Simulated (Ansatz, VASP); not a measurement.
# BiB in two plane-wave programs

Aim: how closely do two programs agree when they are given the same cell, functional and k mesh? The cell is invented: As first built, before any earlier steps moved the atoms: it takes the BP structure with some of its atoms replaced by other elements, volume scaled by an estimate. It may not be a known or stable phase. The cell comes out of the VASP series on this material, whose earlier steps may have relaxed, scaled or displaced it; both programs get it as it stands.

Main program and level: Ansatz 0.2.0; plane waves, with VASP 6.6.1 beside it; band structure at PBE0.

**1. The structure**

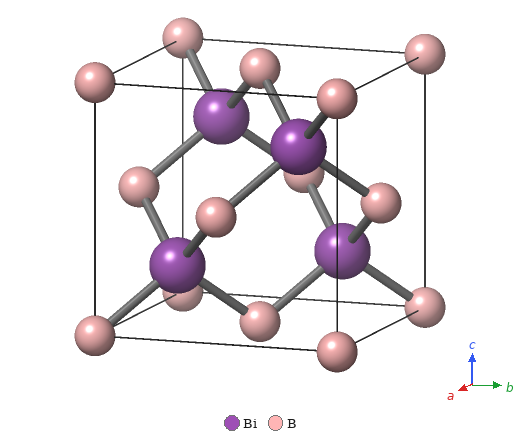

The starting structure, seen slightly off an axis (bismuth purple, boron pink). This picture shows the conventional cell, with its axes. Bonds to atoms that aren't drawn are left out. Some periodic images of atoms are drawn too.

**2. Ansatz: band structure, PBE0**

Ansatz runs on its default PAW (the set named soft_2) files.

The same path points are solved in both programs, so levels can be compared one by one.

The input, input.yaml:

```yaml
crystal:
  lattice:
    - [0.0, 2.761376127, 2.761376127]
    - [2.761376127, 0.0, 2.761376127]
    - [2.761376127, 2.761376127, 0.0]
  atoms:
    - { symbol: Bi, position: [0.25, 0.25, 0.25] }
    - { symbol: B, position: [0.0, 0.0, 0.0] }
hamiltonian:
  xc: pbe0
  pseudopotentials: { kind: paw }
kpoints:
  mp_grid: { grid: [4, 4, 4] }
  band_path:
    path:
      - [0.0, 0.0, 0.0]
      - [0.5, 0.0, 0.5]
      - [0.5, 0.2, 0.7]
      - [0.4, 0.35, 0.75]
      - [0.15, 0.15, 0.3]
      - [0.2, 0.2, 0.2]
      - [0.55, 0.4, 0.55]
      - [0.6, 0.25, 0.65]
      - [0.5, 0.25, 0.75]
      - [0.5, 0.5, 0.5]
      - [0.375, 0.375, 0.75]
      - [0.5, 0.0, 0.5]
    npoints: 1
scf:
  occupations: { method: gaussian, width: 0.02 }
  n_extra_bands: 7
output:
  forces: true
  stress: true
  eigenvalues: true
```

Run with:

```sh
$ ansatz run input.yaml --threads 4 --pin off --max-ram 9216MiB --backend cpu --events-out ev --progress --plain --runs-dir out
```

Numbers of over 12 decimals in the logs are rounded to 6 here.

What it wrote:

```text
Warning: output.stress: scf.convergence.dr2_threshold = 1e-7 eV (the SCF's general default) is looser than the 2e-10 eV advised for a printed stress (1e-10 eV for each atom of the cell: 2). What an SCF threshold leaves in a stress goes as its square root, and in the free energy as the threshold itself, and one threshold admits the most on a small cell: [figures from the program's tests cut] Set scf.convergence.dr2_threshold to 2e-10 eV or tighter. The threshold is an SCF's pass mark: one that does not reach it within its budget of iterations ends unconverged, or closes short of it on a stop that the run arms, and scf.convergence.dr2_threshold's page says what that costs each kind of run
Warning: output.stress: scf.exx.energy_threshold = 1e-6 eV is looser than the 2e-8 eV advised for a stress under a hybrid functional (1e-8 eV for each atom of the cell: 2). Every SCF of the exchange loop can meet its threshold on dr2 while the loop round them stops early: no threshold on dr2 bounds what that leaves in the stress. Set scf.exx.energy_threshold to 2e-8 eV or tighter. The threshold is the loop's pass mark: a loop that does not reach it within its budget of cycles ends unconverged, and scf.exx.energy_threshold's page has the law
scf.n_extra_bands = 7 over 9 filled bands (N_el = 18.0): the run solves 16 bands
Engine: ansatz 0.2.0, aarch64-unknown-linux-gnu
Pseudopotentials: kind: paw
Pseudopotential: Bi, paw, valence charge 15, recommended cutoff 420 eV (normal), Bi.paw.azcp
Pseudopotential: B, paw, valence charge 3, recommended cutoff 420 eV (normal), B.paw.azcp
Functional definition: PBE0
  parameter a = 0.25
  parameter kappa = 0.804
  parameter beta = 0.066725
  exchange = (1 - a)*pbe_x(kappa = kappa, mu = beta*pi^2/3) + a*exact_x
  correlation = pbe_c(beta = beta)
Crystal: 2 atoms, lattice volume = 42.112 Å³
Basis set: ecut = 420 eV, 869 PW (Γ), exchange–correlation on 54×54×54 points (8 copies of the dense FFT grid, shifted against one another)
Bands: 16, of which v1, the nominal top of the filled ones, is band 9 counted from 1 (8 counted from 0)
Symmetry: 24 space group operations
Space group: F-43m (ITA 216), of the structure as read, at distance tolerance 3.5e-5 Å
k-points: 8 of 64 (time reversal used)
Non-local potential: Bi, projectors of the file, l = 0: 2, l = 1: 2, l = 2: 2, l = 3: 2
Non-local potential: B, projectors of the file, l = 0: 2, l = 1: 2, l = 2: 1
PAW form: soft (Blöchl's): semilocal exchange-correlation on the pseudo side does not see the compensation charge
PAW frozen core: Bi, regenerated for the run's functional, and the local potential with it (the file was generated under x = pbe(κ = 0.804, μ = 0.219515), c = pbe(β = 0.066725))
PAW frozen core: B, regenerated for the run's functional, and the local potential with it (the file was generated under x = pbe(κ = 0.804, μ = 0.219515), c = pbe(β = 0.066725))
PAW one-centre angular grid: Bi, 590 points (default); XC on 64 Gauss nodes
PAW one-centre angular grid: B, 110 points (default); XC on 64 Gauss nodes
Initial density: superposition of atomic densities (neutral atoms: chi_scale 0, normalization atom), corrected by the library's trained network
Initial wavefunctions: pseudopotential atomic-orbital guess
Functional: x = pbe(κ = 0.804, μ = 0.219515), c = pbe(β = 0.066725), warm-up for x = 0.75 pbe(κ = 0.804, μ = 0.219515) + 0.25 exact, c = pbe(β = 0.066725)
SCF iter   1: F=—  HF=-12550.657709 eV  |F-HF|=—  |Δ(HF+E_count)|=         —  Δρ=1.84e-3  dr2=1.17e-3  ethr=1.77e-3  ⟨swp⟩=12.1  Hψ=675  notcnv=0
preconditioner: auto → none  [insulator: Δε(μ)=0.158 eV  Ē_g=22.219 eV  σ=0.020 eV  W_gap=1.00  n_scr=14 (ndim 8)  ℏωp=24.3 eV  f_vac=0.009  D(μ)=0.00/eV (n_scr^D=0)]
SCF iter   2: F=—  HF=-12550.658418 eV  |F-HF|=—  |Δ(HF+E_count)|=   7.09e-4  Δρ=8.64e-4  dr2=2.24e-4  ethr=6.51e-6  ⟨swp⟩=5.1  Hψ=401  notcnv=0  defer=4
iter 3 solved again at ethr=3.77e-8 eV; its pass at ethr=1.25e-6 eV (dr2=6.79e-6 eV) is discarded
SCF iter   3: F=—  HF=-12550.658535 eV  |F-HF|=—  |Δ(HF+E_count)|=   1.18e-4  Δρ=1.37e-4  dr2=6.75e-6  ethr=3.77e-8  ⟨swp⟩=3.9  Hψ=492  notcnv=0
SCF iter   4: F=-12550.658537 eV  HF=-12550.658537 eV  |F-HF|=6.36e-8  |Δ(HF+E_count)|=   2.05e-6  Δρ=2.11e-5  dr2=1.06e-7  ethr=3.75e-8  ⟨swp⟩=3.0  Hψ=211  notcnv=0
SCF 1 stopped early in 4 iterations: F = -12550.658537 eV  dr2 = 1.06e-7
  greatest PAW one-centre occupation: 0.987 electrons in one spin orbital (limit 2), on the Bi atom at site 0 (counted from 0), in its partial waves of l = 2
Initial density: handed on by an earlier stage of this run
Initial wavefunctions: those handed on with the density
Functional: x = 0.75 pbe(κ = 0.804, μ = 0.219515) + 0.25 exact, c = pbe(β = 0.066725)
Frozen-core exchange: fock
SCF iter   1: F=—  HF=-12551.499273 eV  |F-HF|=—  |Δ(HF+E_count)|=         —  Δρ=5.62e-3  dr2=1.36e-2  ethr=5.91e-9  ⟨swp⟩=11.9  Hψ=956  notcnv=0
preconditioner: auto → none  [insulator: Δε(μ)=1.447 eV  Ē_g=14.909 eV  σ=0.020 eV  W_gap=1.00  n_scr=14 (ndim 8)  ℏωp=16.2 eV  f_vac=0.009  D(μ)=0.00/eV (n_scr^D=0)]
SCF iter   2: F=—  HF=-12551.495369 eV  |F-HF|=—  |Δ(HF+E_count)|=   3.90e-3  Δρ=1.92e-3  dr2=2.02e-3  ethr=5.91e-9  ⟨swp⟩=6.0  Hψ=592  notcnv=0
SCF iter   3: F=—  HF=-12551.501664 eV  |F-HF|=—  |Δ(HF+E_count)|=   6.30e-3  Δρ=1.54e-3  dr2=5.28e-4  ethr=5.91e-9  ⟨swp⟩=5.4  Hψ=535  notcnv=0
SCF iter   4: F=—  HF=-12551.501585 eV  |F-HF|=—  |Δ(HF+E_count)|=   7.96e-5  Δρ=5.80e-4  dr2=9.12e-5  ethr=5.91e-9  ⟨swp⟩=5.0  Hψ=399  notcnv=0
SCF iter   5: F=—  HF=-12551.501728 eV  |F-HF|=—  |Δ(HF+E_count)|=   1.44e-4  Δρ=1.71e-4  dr2=2.16e-5  ethr=5.91e-9  ⟨swp⟩=4.8  Hψ=372  notcnv=0
SCF iter   6: F=-12551.501723 eV  HF=-12551.501723 eV  |F-HF|=1.16e-8  |Δ(HF+E_count)|=   5.33e-6  Δρ=2.31e-5  dr2=6.33e-7  ethr=5.91e-9  ⟨swp⟩=3.9  Hψ=268  notcnv=0
SCF 2 stopped early in 6 iterations: F = -12551.501723 eV  dr2 = 6.33e-7
hybrid outer 1: dexx = +7.414e-3 eV, tail = 1.09e-5 eV
Frozen-core exchange: fock
SCF iter   1: F=—  HF=-12551.501741 eV  |F-HF|=—  |Δ(HF+E_count)|=         —  Δρ=2.12e-5  dr2=1.45e-7  ethr=3.01e-7  ⟨swp⟩=3.9  Hψ=315  notcnv=0
preconditioner: auto → none  [insulator: Δε(μ)=1.516 eV  Ē_g=14.918 eV  σ=0.020 eV  W_gap=1.00  n_scr=14 (ndim 8)  ℏωp=16.2 eV  f_vac=0.009  D(μ)=0.00/eV (n_scr^D=0)]
SCF iter   2: F=—  HF=-12551.501741 eV  |F-HF|=—  |Δ(HF+E_count)|=   3.86e-7  Δρ=1.13e-5  dr2=3.09e-8  ethr=6.26e-10  ⟨swp⟩=4.6  Hψ=318  notcnv=0
SCF iter   3: F=-12551.501741 eV  HF=-12551.501741 eV  |F-HF|=2.76e-9  |Δ(HF+E_count)|=   2.25e-9  Δρ=4.77e-6  dr2=3.90e-9  ethr=1.33e-10  ⟨swp⟩=2.9  Hψ=231  notcnv=0  defer=3
SCF 3 converged in 3 iterations: F = -12551.501741 eV  dr2 = 3.90e-9
  Residual-converged pass: ⟨swp⟩=3.4  Hψ=275  notcnv=0  max |occ|·‖R‖ = 2.2e-6 eV (tolerance 2.4e-6 eV)  dr2=3.90e-9  dr2_onsite=2.05e-9  max |Δocc| = 0.0e0
hybrid outer 2: dexx = +2.188e-7 eV, tail = 1.56e-8 eV, Δε = 7.25e-4 eV (about 3.56e-5 eV left of the loop's levels)
NSCF: frozen V_eff on 12 k-points
hybrid SCF converged: 2 outer / 9 inner (+4 warm-up), last move |dexx| = 2.19e-7 eV, tail = 1.56e-8 eV
Stability not checked: this state was not tested for a lower state beside it, because the functional holds exact exchange (a hybrid, or Hartree-Fock), whose exchange loop this test does not read (fock_operator; see scf.lower_state_search)
Free energy (F): -12551.501741 eV
Frozen-core exchange: fock
Harris-Foulkes:  -12551.501741 eV  (|F-HF|=2.76e-9)
Internal energy: -12551.501741 eV  (E = F + TS)
E sigma→0 (E₀):  -12551.501741 eV
Fermi energy:    10.441035 eV
--- Per-component energies (eV) ---
  E_band       = -129.162725
  E_kinetic    = 346.522762
  E_local      = -1564.037704  (includes V_loc(G=0)·N_el)
  E_nonlocal   = 572.758018
  E_hartree    = 511.638848
  E_xc         = -138.775223
  E_vxc        = -137.598299  (∫ρ·V_xc dr)
  E_exx        = -47.412181  (= α·E_x^exact, valence–valence)
  E_paw        = -10739.633255  (= ΣΔE_a)
  E_vpaw       = -275.260872  (= ΣTr[D̂ρ^β])
  E_aug_tail   = -0.000450  (compensation charges beyond the density's cutoff)
  E_ewald      = -1492.738907
  E_core_change = 0.176352  (= ΣΔE_core)
  E_smearing   = -0.000000  (= −TS)
  E_closure    = -0.000001  (closes the sum)
  Σ components = -12551.501741   (vs F -12551.501741, Δ=0.00e0)
--- Forces (eV/Å), atoms counted from 1 ---
  atom   1  Bi    -0.00000000     0.00000000    -0.00000000
  atom   2  B      0.00000000    -0.00000000    -0.00000000
  max |Σ_I F_I| component: 4.44e-16 eV/Å
--- Stress (GPa, compression-positive) ---
       -3.454398      -0.000000      -0.000000
        0.000000      -3.454398       0.000000
       -0.000000       0.000000      -3.454398
  P = ⅓ Tr σ = -3.4544 GPa (-34.544 kbar)
--- Band table (eV; the first three rows and the last of 8) ---
  k-point 0: bands = [... 5 lower, -5.7506, 9.6825, 9.6825, 9.6825, 11.1993, 13.7746, 13.7746, 13.7746, ... 3 higher]
  k-point 1: bands = [... 5 lower, -4.9006, 4.5556, 8.6215, 8.6215, 11.6776, 14.9661, 14.9661, 15.9815, ... 3 higher]
  k-point 2: bands = [... 5 lower, -3.4534, 1.1680, 7.9230, 7.9230, 11.2813, 15.2453, 15.2453, 17.2998, ... 3 higher]
  k-point 7: bands = [... 5 lower, -2.3204, 1.2492, 4.7629, 5.1940, 14.5700, 15.0010, 16.2019, 17.1131, ... 3 higher]
```

It took 11 s on 4 threads of Arm Neoverse V2, shared host; peak memory 0.57 GiB; 39 s of CPU time.

**3. VASP: band structure, PBE0**

The same cell, functional, mesh and smearing now go to VASP, with its own data sets and cutoff.

Lines of VASP's logs that name or quote its potential files are left out, and so is its time.

The input, INCAR:

```
SYSTEM = BiB
PREC = Accurate
ENCUT = 420
EDIFF = 1E-06
NELM = 100
ISMEAR = 0
SIGMA = 0.02
LREAL = .FALSE.
ALGO = Normal
LHFCALC = .TRUE.
AEXX = 0.25
GGA = PE
LASPH = .TRUE.
NBANDS = 15
PRECFOCK = Fast
HFRCUT = -1
LORBIT = 11
LWAVE = .FALSE.
LCHARG = .FALSE.
KPAR = 4
```

The input, POSCAR:

```
BiB
1.0
    0.0000000000      2.7613761270      2.7613761270
    2.7613761270      0.0000000000      2.7613761270
    2.7613761270      2.7613761270      0.0000000000
Bi B
1 1
Direct
    0.2500000000      0.2500000000      0.2500000000
    0.0000000000      0.0000000000      0.0000000000
```

The input, KPOINTS:

```
Automatic mesh
0
Gamma
4 4 4
0 0 0
```

The input, KPOINTS_OPT:

```
Line mode
6
Line-mode
Reciprocal
  0.00000000   0.00000000   0.00000000 GAMMA
  0.50000000   0.00000000   0.50000000 X

  0.50000000   0.00000000   0.50000000 X
  0.50000000   0.25000000   0.75000000 W

  0.50000000   0.25000000   0.75000000 W
  0.37500000   0.37500000   0.75000000 K

  0.37500000   0.37500000   0.75000000 K
  0.00000000   0.00000000   0.00000000 GAMMA

  0.00000000   0.00000000   0.00000000 GAMMA
  0.50000000   0.50000000   0.50000000 L

  0.50000000   0.50000000   0.50000000 L
  0.62500000   0.25000000   0.62500000 U

  0.62500000   0.25000000   0.62500000 U
  0.50000000   0.25000000   0.75000000 W

  0.50000000   0.25000000   0.75000000 W
  0.50000000   0.50000000   0.50000000 L

  0.50000000   0.50000000   0.50000000 L
  0.37500000   0.37500000   0.75000000 K

  0.62500000   0.25000000   0.62500000 U
  0.50000000   0.00000000   0.50000000 X
```

PAW data sets: Bi_d and B (PBE family, release 64).

Run with:

```sh
$ mpirun -np 4 vasp_std
```

What it wrote:

```text
[banner, memory and clock lines left out]
running    4 mpi-ranks, on    1 nodes
 distrk:  each k-point on    1 cores,    4 groups
 distr:  one band on    1 cores,    1 groups

 POSCAR found type information on POSCAR BiB
 POSCAR found :  2 types and       2 ions
 LDA part: xc-table for (Slater+PW92), standard interpolation
 found WAVECAR, reading the header
 POSCAR, INCAR and KPOINTS ok, starting setup
 FFT: planning ... GRIDC
 FFT: planning ... GRID_SOFT
 FFT: planning ... GRID
 HFRCUT set to (new)   8.633085
 reading WAVECAR
 the WAVECAR file was read successfully
 initial charge from wavefunction
 entering main loop
       N       E                     dE             d eps       ncg     rms          rms(c)
DAV:   1    -0.111212916445E+02   -0.11121E+02   -0.44224E-01   301   0.652E+00    0.409E-01
DAV:   2    -0.111261642903E+02   -0.48726E-02   -0.18975E-02   262   0.814E-01    0.254E-01
DAV:   3    -0.111260999860E+02    0.64304E-04   -0.34669E-03   296   0.309E-01    0.142E-01
DAV:   4    -0.111263223445E+02   -0.22236E-03   -0.51097E-04   282   0.150E-01    0.899E-02
DAV:   5    -0.111263305929E+02   -0.82484E-05   -0.49032E-05   366   0.875E-02    0.556E-02
DAV:   6    -0.111263364574E+02   -0.58645E-05   -0.21704E-05   366   0.444E-02    0.332E-02
DAV:   7    -0.111263444420E+02   -0.79847E-05   -0.65454E-06   298   0.177E-02    0.199E-02
DAV:   8    -0.111263481790E+02   -0.37370E-05   -0.73518E-07   178   0.673E-03    0.120E-02
DAV:   9    -0.111263501089E+02   -0.19300E-05   -0.46798E-07   169   0.519E-03    0.724E-03
DAV:  10    -0.111263512450E+02   -0.11360E-05   -0.26106E-07   162   0.392E-03    0.445E-03
DAV:  11    -0.111263519126E+02   -0.66766E-06   -0.13484E-07   141   0.299E-03
   1 F= -.11126352E+02 E0= -.11126352E+02  d E =-.397341E-20
 Start KPOINTS_OPT (optional k-point list driver)
k-point batch [1-8\60]
       N       E                     dE             ncg
DAV:   1    -0.176124817486E+03   -0.31290E+04      240
DAV:   2    -0.138761423013E+04   -0.12115E+04      247
DAV:   3    -0.148013814702E+04   -0.92524E+02      310
DAV:   4    -0.148332091512E+04   -0.31828E+01      310
DAV:   5    -0.148339920254E+04   -0.78287E-01      346
DAV:   6    -0.148340327172E+04   -0.40692E-02      387
DAV:   7    -0.148340331720E+04   -0.45482E-04      332
DAV:   8    -0.148340331761E+04   -0.40137E-06      267
[...]
k-point batch [57-60\60]
       N       E                     dE             ncg
DAV:   1     0.221854585159E+04   -0.25951E+04      120
DAV:   2     0.162870904693E+04   -0.58984E+03      127
DAV:   3     0.158983080229E+04   -0.38878E+02      155
DAV:   4     0.158885906267E+04   -0.97174E+00      163
DAV:   5     0.158883033434E+04   -0.28728E-01      184
DAV:   6     0.158882901376E+04   -0.13206E-02      200
DAV:   7     0.158882899879E+04   -0.14967E-04      176
DAV:   8     0.158882899866E+04   -0.13622E-06      144
```

[end of part 1 of 2]

[Lines on the potential files, build, host, timing and source positions are cut from VASP's logs without a mark.]

[Logs are printed without paths, hosts, clocks, repeated set-up lines and the standing remarks that a program may print on its own settings, such as how far it seeks lower states.]

[Hosts, paths, dates, database ids (printed as entryN), source tags and the programs' standing remarks are cut or masked in the printed files.]
